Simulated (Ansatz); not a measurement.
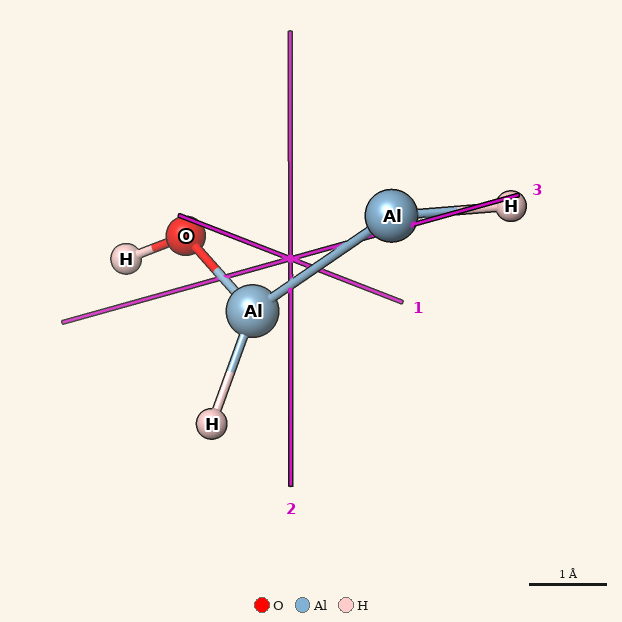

The three principal axes of inertia are drawn and numbered. Depth is shown by fading: the farther an atom, the more it takes the colour of the background. The species is neutral and a spin doublet. The computed structure is the end point of a PBE0-D4/def2-TZVP optimisation. No frequency run is at hand to confirm it as a minimum. Masses are those of the most abundant isotopes; constants are for the rigid equilibrium geometry.

Q: Which line is the a axis (least moment of inertia), which b and which c?

A: a is line 3, b is line 2, c is line 1; the moments are 24.1, 168, 189 u Å².

Q: What kind of rotor is it, and what are its rotational constants in cm⁻¹?

A: An asymmetric top (C1): A = 0.700, B = 0.100, C = 0.0892 cm⁻¹. Ray's parameter κ is −0.96, close to the prolate limit.
